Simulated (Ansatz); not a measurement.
**BNH2+ (doublet): geometry and frequencies at several levels, part 1 of 2**

The task, for BNH2+ (doublet): geometry and frequencies at several levels. Charge +1. Spin multiplicity 2.

Computed with Ansatz 0.2.0 (the levels named in each step, unless a step's input says otherwise).

## Step 1: The structure to begin with

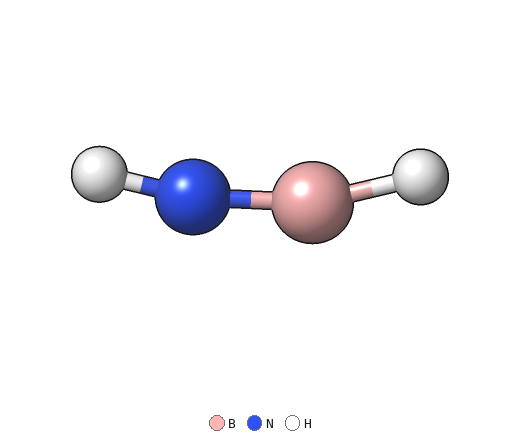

The starting structure, seen from a chosen angle (boron pink, nitrogen blue, hydrogen white).

Structure file:

```xyz
4

B     0.6995   -0.0039   -0.0233
N    -0.5574   -0.0128    0.0512
H     1.8048    0.1509   -0.3927
H    -1.5612    0.0691   -0.0692
```

## Step 2: A rough first relaxation, PBE-D4/def2-SVP

input.yaml

```yaml
crystal:
  periodic: [false, false, false]
  atoms:
    - { symbol: B, position_ang: [0.69945, -0.00388, -0.02334] }
    - { symbol: "N", position_ang: [-0.55739, -0.01284, 0.05125] }
    - { symbol: H, position_ang: [1.80478, 0.1509, -0.39273] }
    - { symbol: H, position_ang: [-1.56119, 0.06912, -0.06916] }
magnetization:
  spin_polarized: true
  initial_magnetization: 1
total_charge: 1
basis:
  gaussian: { orbitals: def2-SVP }
hamiltonian:
  xc: pbe
  dispersion: d4
relax:
  f_tol: 0.03
  max_steps: 200
```

Run with:

```console
$ ansatz run input.yaml --threads 1 --pin off --max-ram 2560MiB --backend cpu --events-out ev --progress --plain --runs-dir out
```

Standard output, cut to the lines that bear on the results:

```text
Warning: RAYON_NUM_THREADS=1 ignored (pool sized by the plan → 1); use --threads N
[...]
Functional definition: PBE
[...]
442 factors; their error is unknown
[...]
mean field -2182.64120796 eV, -80.2105849452 hartree, gradient 6.3e-8 eV, S^2 0.753186; 3 other end points of the search recorded, 0 dependent functions left out
[...]
reference -2182.64123394 eV, -80.2105859001 hartree; 7, 6 occupied and 31, 32 virtual orbitals, 442 factors
relax step   1: F+E_penalty+E_count = -2182.66221622 eV  Δ(F+E_penalty+E_count) = +0.000e0 eV  max|allowed force component| = 3.795e0 eV/Å  Δτ_max = 0.0000 Å  (163 SCF iters, accepted)
[...]
relax step   5: F+E_penalty+E_count = -2182.89360393 eV  Δ(F+E_penalty+E_count) = -3.915e-3 eV  max|allowed force component| = 7.308e-2 eV/Å  Δτ_max = 0.0327 Å  (187 SCF iters, accepted)
[...]
relax step   6: F+E_penalty+E_count = -2182.89398435 eV  Δ(F+E_penalty+E_count) = -3.804e-4 eV  max|allowed force component| = 9.827e-3 eV/Å  Δτ_max = 0.0098 Å  (231 SCF iters, accepted)
442 factors; their error is unknown
[...]
mean field -2182.87310448 eV, -80.2191069850 hartree, gradient 6.9e-12 eV, S^2 0.753135; 4 other end points of the search recorded, 0 dependent functions left out
[...]
reference -2182.87313063 eV, -80.2191079459 hartree; 7, 6 occupied and 31, 32 virtual orbitals, 442 factors
Total energy: -2182.89401050 eV, -80.2198752672 hartree
Atom 0 at     0.712839     0.066256    -0.168403 Å, force    -0.004358    -0.007489     0.008031 eV/Å
Atom 1 at    -0.601087     0.031060    -0.041702 Å, force     0.009827     0.007929    -0.004848 eV/Å
Atom 2 at     1.902124     0.094142    -0.279027 Å, force    -0.000011     0.002645    -0.003908 eV/Å
Atom 3 at    -1.628226     0.011841     0.055153 Å, force    -0.005458    -0.003085     0.000724 eV/Å
Dipole moment:     0.018844     0.003264    -0.003009 e Å
```

Wall time 1.9 min (1 thread of Intel Xeon at 2.50GHz (Skylake/Cascade Lake), shared host); peak memory 0.12 GiB.

The steps of the relaxation:

| step | energy from step 1 (eV) | largest force component (eV/Å) |
| --- | --- | --- |
| 1 | 0.0000 | 3.7949 |
| 2 | -0.1628 | 0.5588 |
| 3 | -0.2014 | 0.2147 |
| 4 | -0.2275 | 0.1596 |
| 5 | -0.2314 | 0.0731 |
| 6 | -0.2318 | 0.0098 |

Step 1 is the start.

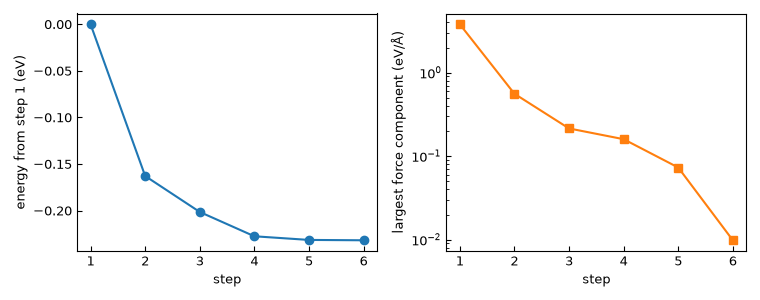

Energy and largest force along the relaxation.

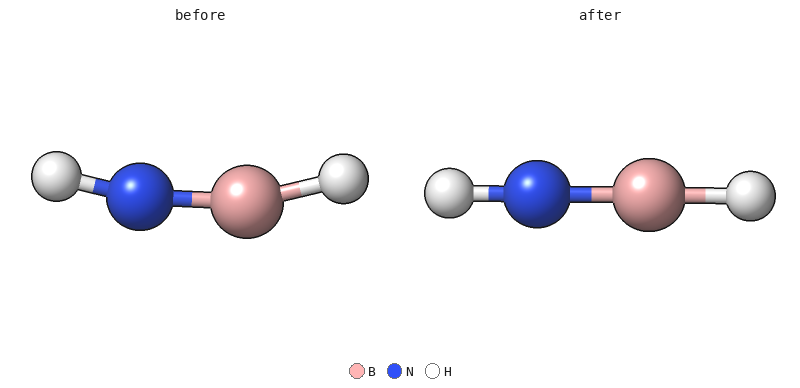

Before and after, at one scale.

Before: Bond lengths: B1–N2 1.259 Å, B1–H3 1.176 Å, N2–H4 1.014 Å. Angles: B1–N2–H4 168.6°, N2–B1–H3 163.3°.

After: Bond lengths: B1–N2 1.320 Å, B1–H3 1.195 Å, N2–H4 1.032 Å. Angles: B1–N2–H4 179.5°, N2–B1–H3 179.7°.

## Step 3: Relaxation, HF/STO-3G

input.yaml

```yaml
crystal:
  periodic: [false, false, false]
  atoms:
    - { symbol: B, position_ang: [0.71283935, 0.06625647, -0.16840345] }
    - { symbol: "N", position_ang: [-0.60108732, 0.0310596, -0.04170202] }
    - { symbol: H, position_ang: [1.90212408, 0.09414244, -0.27902741] }
    - { symbol: H, position_ang: [-1.62822611, 0.01184149, 0.05515288] }
magnetization:
  spin_polarized: true
  initial_magnetization: 1
total_charge: 1
basis:
  gaussian: { orbitals: STO-3G }
hamiltonian:
  xc: hf
relax:
  f_tol: 0.002
  max_steps: 150
```

Run with:

```console
$ ansatz run input.yaml --threads 1 --pin off --max-ram 2560MiB --backend cpu --events-out ev --progress --plain --runs-dir out
```

Standard output, cut to the lines that bear on the results:

```text
Warning: RAYON_NUM_THREADS=1 ignored (pool sized by the plan → 1); use --threads N
[...]
Functional definition: HF
[...]
168 factors; integrals over basis functions are off by at most 3.0e-5 eV
[...]
mean field -2148.72167528 eV, -78.9640651108 hartree, gradient 1.4e-10 eV, S^2 0.776110; 4 other end points of the search recorded, 0 dependent functions left out
[...]
reference -2148.72167528 eV, -78.9640651108 hartree; 7, 6 occupied and 5, 6 virtual orbitals, 168 factors
relax step   1: F+E_penalty+E_count = -2148.72167528 eV  Δ(F+E_penalty+E_count) = +0.000e0 eV  max|allowed force component| = 1.535e0 eV/Å  Δτ_max = 0.0000 Å  (836 SCF iters, accepted)
[...]
relax step   5: F+E_penalty+E_count = -2148.74264767 eV  Δ(F+E_penalty+E_count) = -1.679e-5 eV  max|allowed force component| = 2.952e-3 eV/Å  Δτ_max = 0.0026 Å  (399 SCF iters, accepted)
[...]
relax step   6: F+E_penalty+E_count = -2148.74264789 eV  Δ(F+E_penalty+E_count) = -2.210e-7 eV  max|allowed force component| = 2.927e-4 eV/Å  Δτ_max = 0.0001 Å  (578 SCF iters, accepted)
168 factors; integrals over basis functions are off by at most 3.0e-5 eV
[...]
mean field -2148.74264789 eV, -78.9648358398 hartree, gradient 1.4e-9 eV, S^2 0.774068; 6 other end points of the search recorded, 0 dependent functions left out
[...]
reference -2148.74264789 eV, -78.9648358398 hartree; 7, 6 occupied and 5, 6 virtual orbitals, 168 factors
Total energy: -2148.74264789 eV, -78.9648358398 hartree
Atom 0 at     0.715043     0.065504    -0.167172 Å, force     0.000194     0.000015    -0.000073 eV/Å
Atom 1 at    -0.585508     0.034601    -0.043795 Å, force     0.000112     0.000069    -0.000020 eV/Å
Atom 2 at     1.878533     0.093163    -0.277562 Å, force    -0.000013    -0.000027     0.000041 eV/Å
Atom 3 at    -1.622418     0.010032     0.054549 Å, force    -0.000293    -0.000057     0.000053 eV/Å
Dipole moment:     0.042342     0.001021    -0.004025 e Å
```

Wall time 21 s (1 thread of Intel Xeon at 2.50GHz (Skylake/Cascade Lake), shared host); peak memory 0.095 GiB.

The steps of the relaxation:

| step | E - E(step 1) (eV) | largest force component (eV/Å) |
| --- | --- | --- |
| 1 | 0.0000 | 1.5354 |
| 2 | -0.0209 | 0.0668 |
| 3 | -0.0210 | 0.0096 |
| 4 | -0.0210 | 0.0084 |
| 5 | -0.0210 | 0.0030 |
| 6 | -0.0210 | 0.0003 |

Step 1 is the start.

Before: Bond lengths: B1–N2 1.320 Å, B1–H3 1.195 Å, N2–H4 1.032 Å. Angles: B1–N2–H4 179.5°, N2–B1–H3 179.7°.

After: Bond lengths: B1–N2 1.307 Å, B1–H3 1.169 Å, N2–H4 1.042 Å. Angles: B1–N2–H4 180.0°, N2–B1–H3 180.0°.

## Step 4: Frequencies, HF/STO-3G

input.yaml

```yaml
crystal:
  periodic: [false, false, false]
  atoms:
    - { symbol: B, position_ang: [0.71504311, 0.06550395, -0.1671725] }
    - { symbol: "N", position_ang: [-0.5855084, 0.03460086, -0.04379452] }
    - { symbol: H, position_ang: [1.87853298, 0.09316281, -0.27756168] }
    - { symbol: H, position_ang: [-1.62241769, 0.01003238, 0.0545487] }
magnetization:
  spin_polarized: true
  initial_magnetization: 1
total_charge: 1
basis:
  gaussian: { orbitals: STO-3G }
hamiltonian:
  xc: hf
phonons: {}
```

Run with:

```console
$ ansatz run input.yaml --threads 1 --pin off --max-ram 2560MiB --backend cpu --events-out ev --progress --plain --runs-dir out
```

Standard output, cut to the lines that bear on the results:

```text
Warning: RAYON_NUM_THREADS=1 ignored (pool sized by the plan → 1); use --threads N
[...]
Functional definition: HF
[...]
168 factors; integrals over basis functions are off by at most 3.0e-5 eV
[...]
mean field -2148.74264672 eV, -78.9648357970 hartree, gradient 2.8e-6 eV, S^2 0.774068; 4 other end points of the search recorded, 0 dependent functions left out
[...]
reference -2148.74264672 eV, -78.9648357970 hartree; 7, 6 occupied and 5, 6 virtual orbitals, 168 factors
[...]
168 factors; integrals over basis functions are off by at most 3.0e-5 eV
mean field -2148.74262823 eV, -78.9648351175 hartree, gradient 2.7e-6 eV, S^2 0.774069; 0 other end points of the search recorded, 0 dependent functions left out
[...]
reference -2148.74262823 eV, -78.9648351175 hartree; 7, 6 occupied and 5, 6 virtual orbitals, 168 factors
[...]
168 factors; integrals over basis functions are off by at most 3.0e-5 eV
[...]
reference -2148.74248106 eV, -78.9648297091 hartree; 7, 6 occupied and 5, 6 virtual orbitals, 168 factors
[...]
168 factors; integrals over basis functions are off by at most 3.0e-5 eV
mean field -2148.74248409 eV, -78.9648298202 hartree, gradient 2.7e-6 eV, S^2 0.774192; 0 other end points of the search recorded, 0 dependent functions left out
[...]
reference -2148.74248409 eV, -78.9648298202 hartree; 7, 6 occupied and 5, 6 virtual orbitals, 168 factors
Total energy: -2148.74264672 eV, -78.9648357970 hartree
Atom 0 at     0.715043     0.065504    -0.167173 Å, force     0.000201     0.000022    -0.000026 eV/Å
Atom 1 at    -0.585508     0.034601    -0.043795 Å, force     0.000106     0.000063    -0.000036 eV/Å
Atom 2 at     1.878533     0.093163    -0.277562 Å, force    -0.000015    -0.000030     0.000014 eV/Å
Atom 3 at    -1.622418     0.010032     0.054549 Å, force    -0.000293    -0.000055     0.000048 eV/Å
Dipole moment:     0.042342     0.001019    -0.004022 e Å
Vibrations: 479.83 480.38 772.64 824.94 1763.18 3315.22 3918.33 cm⁻¹, zero-point energy 0.716289 eV
```

It took 12 s on 1 thread of Intel Xeon at 2.50GHz (Skylake/Cascade Lake), shared host; peak memory 0.076 GiB.

Harmonic frequencies (cm⁻¹; negative: imaginary): 480, 480, 773, 825, 1763, 3315, 3918.

## Step 5: Relaxation, HF/6-31G*

input.yaml

```yaml
crystal:
  periodic: [false, false, false]
  atoms:
    - { symbol: B, position_ang: [0.71283935, 0.06625647, -0.16840345] }
    - { symbol: "N", position_ang: [-0.60108732, 0.0310596, -0.04170202] }
    - { symbol: H, position_ang: [1.90212408, 0.09414244, -0.27902741] }
    - { symbol: H, position_ang: [-1.62822611, 0.01184149, 0.05515288] }
magnetization:
  spin_polarized: true
  initial_magnetization: 1
total_charge: 1
basis:
  gaussian: { orbitals: "6-31G*" }
hamiltonian:
  xc: hf
relax:
  f_tol: 0.002
  max_steps: 150
```

Run with:

```console
$ ansatz run input.yaml --threads 1 --pin off --max-ram 2560MiB --backend cpu --events-out ev --progress --plain --runs-dir out
```

Standard output, cut to the lines that bear on the results:

```text
Warning: RAYON_NUM_THREADS=1 ignored (pool sized by the plan → 1); use --threads N
[...]
Functional definition: HF
[...]
387 factors; integrals over basis functions are off by at most 3.0e-4 eV
[...]
mean field -2175.49484177 eV, -79.9479608316 hartree, gradient 2.4e-10 eV, S^2 0.763622; 2 other end points of the search recorded, 0 dependent functions left out
[...]
reference -2175.49484177 eV, -79.9479608316 hartree; 7, 6 occupied and 27, 28 virtual orbitals, 387 factors
relax step   1: F+E_penalty+E_count = -2175.49484177 eV  Δ(F+E_penalty+E_count) = +0.000e0 eV  max|allowed force component| = 1.328e0 eV/Å  Δτ_max = 0.0000 Å  (661 SCF iters, accepted)
[...]
relax step   4: F+E_penalty+E_count = -2175.54534848 eV  Δ(F+E_penalty+E_count) = -5.469e-6 eV  max|allowed force component| = 4.958e-3 eV/Å  Δτ_max = 0.0003 Å  (168 SCF iters, accepted)
[...]
relax step   5: F+E_penalty+E_count = -2175.54535981 eV  Δ(F+E_penalty+E_count) = -1.133e-5 eV  max|allowed force component| = 2.823e-4 eV/Å  Δτ_max = 0.0029 Å  (305 SCF iters, accepted)
387 factors; integrals over basis functions are off by at most 2.6e-4 eV
[...]
mean field -2175.54535981 eV, -79.9498173354 hartree, gradient 1.6e-8 eV, S^2 0.761826; 3 other end points of the search recorded, 0 dependent functions left out
[...]
reference -2175.54535981 eV, -79.9498173354 hartree; 7, 6 occupied and 27, 28 virtual orbitals, 387 factors
Total energy: -2175.54535981 eV, -79.9498173354 hartree
Atom 0 at     0.702534     0.065211    -0.166001 Å, force    -0.000020    -0.000016     0.000078 eV/Å
Atom 1 at    -0.589753     0.034289    -0.043342 Å, force    -0.000003     0.000282    -0.000096 eV/Å
Atom 2 at     1.860573     0.092832    -0.275865 Å, force    -0.000000    -0.000072    -0.000022 eV/Å
Atom 3 at    -1.587704     0.010968     0.051228 Å, force     0.000024    -0.000195     0.000041 eV/Å
Dipole moment:     0.121569     0.003127    -0.011604 e Å
```

Wall time 29 s (1 thread of Intel Xeon at 2.50GHz (Skylake/Cascade Lake), shared host); peak memory 0.097 GiB.

Step by step:

| step | E - E(step 1) (eV) | largest force component (eV/Å) |
| --- | --- | --- |
| 1 | 0.0000 | 1.3276 |
| 2 | -0.0491 | 0.2614 |
| 3 | -0.0505 | 0.0170 |
| 4 | -0.0505 | 0.0050 |
| 5 | -0.0505 | 0.0003 |

Step 1 is the start.

Before: Bond lengths: B1–N2 1.320 Å, B1–H3 1.195 Å, N2–H4 1.032 Å. Angles: B1–N2–H4 179.5°, N2–B1–H3 179.7°.

After: Bond lengths: B1–N2 1.298 Å, B1–H3 1.164 Å, N2–H4 1.003 Å. Angles: B1–N2–H4 180.0°, N2–B1–H3 180.0°.

## Step 6: Frequencies, HF/6-31G*

input.yaml

```yaml
crystal:
  periodic: [false, false, false]
  atoms:
    - { symbol: B, position_ang: [0.7025341, 0.06521063, -0.16600058] }
    - { symbol: "N", position_ang: [-0.58975311, 0.03428935, -0.04334205] }
    - { symbol: H, position_ang: [1.86057327, 0.09283225, -0.27586505] }
    - { symbol: H, position_ang: [-1.58770426, 0.01096777, 0.05122768] }
magnetization:
  spin_polarized: true
  initial_magnetization: 1
total_charge: 1
basis:
  gaussian: { orbitals: "6-31G*" }
hamiltonian:
  xc: hf
phonons: {}
```

Run with:

```console
$ ansatz run input.yaml --threads 1 --pin off --max-ram 2560MiB --backend cpu --events-out ev --progress --plain --runs-dir out
```

Standard output, cut to the lines that bear on the results:

```text
Warning: RAYON_NUM_THREADS=1 ignored (pool sized by the plan → 1); use --threads N
[...]
Functional definition: HF
[...]
387 factors; integrals over basis functions are off by at most 2.6e-4 eV
[...]
mean field -2175.54535980 eV, -79.9498173351 hartree, gradient 2.1e-10 eV, S^2 0.761826; 3 other end points of the search recorded, 0 dependent functions left out
[...]
reference -2175.54535980 eV, -79.9498173351 hartree; 7, 6 occupied and 27, 28 virtual orbitals, 387 factors
[...]
387 factors; integrals over basis functions are off by at most 2.6e-4 eV
mean field -2175.54504171 eV, -79.9498056454 hartree, gradient 8.1e-6 eV, S^2 0.761967; 0 other end points of the search recorded, 0 dependent functions left out
[...]
reference -2175.54504171 eV, -79.9498056454 hartree; 7, 6 occupied and 27, 28 virtual orbitals, 387 factors
[...]
387 factors; integrals over basis functions are off by at most 2.6e-4 eV
[...]
reference -2175.54535525 eV, -79.9498171679 hartree; 7, 6 occupied and 27, 28 virtual orbitals, 387 factors
[...]
387 factors; integrals over basis functions are off by at most 2.6e-4 eV
[...]
mean field -2175.54535690 eV, -79.9498172285 hartree, gradient 2.5e-6 eV, S^2 0.761822; 0 other end points of the search recorded, 0 dependent functions left out
[...]
reference -2175.54535690 eV, -79.9498172285 hartree; 7, 6 occupied and 27, 28 virtual orbitals, 387 factors
Total energy: -2175.54535980 eV, -79.9498173351 hartree
Atom 0 at     0.702534     0.065211    -0.166001 Å, force    -0.000020    -0.000016     0.000078 eV/Å
Atom 1 at    -0.589753     0.034289    -0.043342 Å, force    -0.000003     0.000282    -0.000096 eV/Å
Atom 2 at     1.860573     0.092832    -0.275865 Å, force    -0.000000    -0.000072    -0.000022 eV/Å
Atom 3 at    -1.587704     0.010968     0.051228 Å, force     0.000024    -0.000195     0.000041 eV/Å
Dipole moment:     0.121569     0.003127    -0.011604 e Å
Vibrations: 319.29 494.82 774.42 814.61 1680.86 3054.75 3842.04 cm⁻¹, zero-point energy 0.680722 eV
```

It took 37 s on 1 thread of Intel Xeon at 2.50GHz (Skylake/Cascade Lake), shared host; peak memory 0.087 GiB.

Harmonic frequencies (cm⁻¹; negative: imaginary): 319, 495, 774, 815, 1681, 3055, 3842.

## Step 7: Relaxation, LDA/def2-SVP

input.yaml

```yaml
crystal:
  periodic: [false, false, false]
  atoms:
    - { symbol: B, position_ang: [0.71283935, 0.06625647, -0.16840345] }
    - { symbol: "N", position_ang: [-0.60108732, 0.0310596, -0.04170202] }
    - { symbol: H, position_ang: [1.90212408, 0.09414244, -0.27902741] }
    - { symbol: H, position_ang: [-1.62822611, 0.01184149, 0.05515288] }
magnetization:
  spin_polarized: true
  initial_magnetization: 1
total_charge: 1
basis:
  gaussian: { orbitals: def2-SVP }
hamiltonian:
  xc: lda
relax:
  f_tol: 0.002
  max_steps: 150
```

Run with:

```console
$ ansatz run input.yaml --threads 1 --pin off --max-ram 2560MiB --backend cpu --events-out ev --progress --plain --runs-dir out
```

Standard output, cut to the lines that bear on the results:

```text
Warning: RAYON_NUM_THREADS=1 ignored (pool sized by the plan → 1); use --threads N
[...]
Functional definition: SPW92
[...]
442 factors; their error is unknown
[...]
mean field -2165.16234927 eV, -79.5682487360 hartree, gradient 4.8e-11 eV, S^2 0.752803; 3 other end points of the search recorded, 0 dependent functions left out
[...]
reference -2165.16237398 eV, -79.5682496440 hartree; 7, 6 occupied and 31, 32 virtual orbitals, 442 factors
relax step   1: F+E_penalty+E_count = -2165.16234927 eV  Δ(F+E_penalty+E_count) = +0.000e0 eV  max|allowed force component| = 6.089e-1 eV/Å  Δτ_max = 0.0000 Å  (409 SCF iters, accepted)
[...]
relax step   4: F+E_penalty+E_count = -2165.16474613 eV  Δ(F+E_penalty+E_count) = -5.557e-6 eV  max|allowed force component| = 1.740e-2 eV/Å  Δτ_max = 0.0022 Å  (287 SCF iters, accepted)
[...]
relax step   5: F+E_penalty+E_count = -2165.16475988 eV  Δ(F+E_penalty+E_count) = -1.376e-5 eV  max|allowed force component| = 2.050e-4 eV/Å  Δτ_max = 0.0013 Å  (188 SCF iters, accepted)
442 factors; their error is unknown
[...]
mean field -2165.16475988 eV, -79.5683373243 hartree, gradient 7.1e-11 eV, S^2 0.752761; 3 other end points of the search recorded, 0 dependent functions left out
[...]
reference -2165.16478432 eV, -79.5683382222 hartree; 7, 6 occupied and 31, 32 virtual orbitals, 442 factors
Total energy: -2165.16478432 eV, -79.5683382222 hartree
Atom 0 at     0.709598     0.065380    -0.166633 Å, force    -0.000164    -0.000062    -0.000188 eV/Å
Atom 1 at    -0.598563     0.034277    -0.042603 Å, force     0.000205     0.000164     0.000118 eV/Å
Atom 2 at     1.905391     0.093822    -0.280107 Å, force    -0.000072    -0.000010     0.000101 eV/Å
Atom 3 at    -1.630776     0.009820     0.055363 Å, force     0.000031    -0.000092    -0.000032 eV/Å
Dipole moment:     0.003883     0.000110    -0.000329 e Å
```

Run time: 74 s. Hardware: 1 thread of Intel Xeon at 2.50GHz (Skylake/Cascade Lake), shared host; peak memory 0.11 GiB.

Relaxation path:

```csv
step,energy from step 1 (eV),largest force component (eV/Å)
1,0.0000,0.6089
2,-0.0023,0.1176
3,-0.0024,0.0082
4,-0.0024,0.0174
5,-0.0024,0.0002
```

Step 1 is the start.

Before: Bond lengths: B1–N2 1.320 Å, B1–H3 1.195 Å, N2–H4 1.032 Å. Angles: B1–N2–H4 179.5°, N2–B1–H3 179.7°.

After: Bond lengths: B1–N2 1.314 Å, B1–H3 1.202 Å, N2–H4 1.037 Å. Angles: B1–N2–H4 180.0°, N2–B1–H3 180.0°.

## Step 8: Frequencies, LDA/def2-SVP

input.yaml

```yaml
crystal:
  periodic: [false, false, false]
  atoms:
    - { symbol: B, position_ang: [0.70959793, 0.06538023, -0.16663285] }
    - { symbol: "N", position_ang: [-0.59856331, 0.03427699, -0.0426033] }
    - { symbol: H, position_ang: [1.90539108, 0.09382231, -0.28010654] }
    - { symbol: H, position_ang: [-1.6307757, 0.00982047, 0.05536269] }
magnetization:
  spin_polarized: true
  initial_magnetization: 1
total_charge: 1
basis:
  gaussian: { orbitals: def2-SVP }
hamiltonian:
  xc: lda
phonons: {}
```

Run with:

```console
$ ansatz run input.yaml --threads 1 --pin off --max-ram 2560MiB --backend cpu --events-out ev --progress --plain --runs-dir out
```

Standard output, cut to the lines that bear on the results:

```text
Warning: RAYON_NUM_THREADS=1 ignored (pool sized by the plan → 1); use --threads N
[...]
Functional definition: SPW92
[...]
442 factors; their error is unknown
[...]
mean field -2165.16475988 eV, -79.5683373242 hartree, gradient 3.4e-9 eV, S^2 0.752761; 3 other end points of the search recorded, 0 dependent functions left out
[...]
reference -2165.16478431 eV, -79.5683382221 hartree; 7, 6 occupied and 31, 32 virtual orbitals, 442 factors
[...]
442 factors; their error is unknown
mean field -2165.16474489 eV, -79.5683367733 hartree, gradient 1.5e-6 eV, S^2 0.752761; 0 other end points of the search recorded, 0 dependent functions left out
[...]
reference -2165.16476932 eV, -79.5683376711 hartree; 7, 6 occupied and 31, 32 virtual orbitals, 442 factors
[...]
442 factors; their error is unknown
[...]
reference -2165.16465617 eV, -79.5683335128 hartree; 7, 6 occupied and 31, 32 virtual orbitals, 442 factors
[...]
442 factors; their error is unknown
[...]
mean field -2165.16463292 eV, -79.5683326586 hartree, gradient 6.7e-7 eV, S^2 0.752767; 0 other end points of the search recorded, 0 dependent functions left out
[...]
reference -2165.16465736 eV, -79.5683335566 hartree; 7, 6 occupied and 31, 32 virtual orbitals, 442 factors
Total energy: -2165.16478431 eV, -79.5683382221 hartree
Atom 0 at     0.709598     0.065380    -0.166633 Å, force    -0.000167    -0.000094    -0.000225 eV/Å
Atom 1 at    -0.598563     0.034277    -0.042603 Å, force     0.000208     0.000230     0.000164 eV/Å
Atom 2 at     1.905391     0.093822    -0.280107 Å, force    -0.000071    -0.000008     0.000113 eV/Å
Atom 3 at    -1.630776     0.009820     0.055363 Å, force     0.000030    -0.000128    -0.000051 eV/Å
Dipole moment:     0.003882     0.000110    -0.000333 e Å
Vibrations: 443.73 561.17 690.84 697.23 1578.69 2774.10 3455.93 cm⁻¹, zero-point energy 0.632424 eV
```

Run time: 53 s. Hardware: 1 thread of Intel Xeon at 2.50GHz (Skylake/Cascade Lake), shared host; peak memory 0.094 GiB.

Harmonic frequencies (cm⁻¹; negative: imaginary): 444, 561, 691, 697, 1579, 2774, 3456.

(Continued in part 2 of 2.)
